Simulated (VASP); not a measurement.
Band structure of SrPb3 (space group Pm-3m). These are PBEsol GGA, VASP's PBE PAW potentials (set 64) (plane waves; VASP) values and carry that method's errors.

Unless said otherwise, spin-orbit coupling is left out, though it shifts the bands of the heavy elements here.

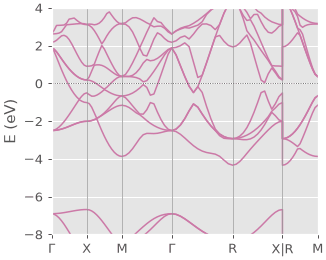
Figure: Bands along high-symmetry lines, zero at the valence-band maximum or, without a gap, the Fermi level

### Question
Read the plot: is there a gap, and where are the band edges?

### Answer
It has no gap at this level: it comes out as a metal or semimetal. (Edges off the drawn lines would not show.)

The structure comes from a computed database's SrPb3 entry (Pm-3m); how it stands against other phases isn't given here. It was relaxed first.
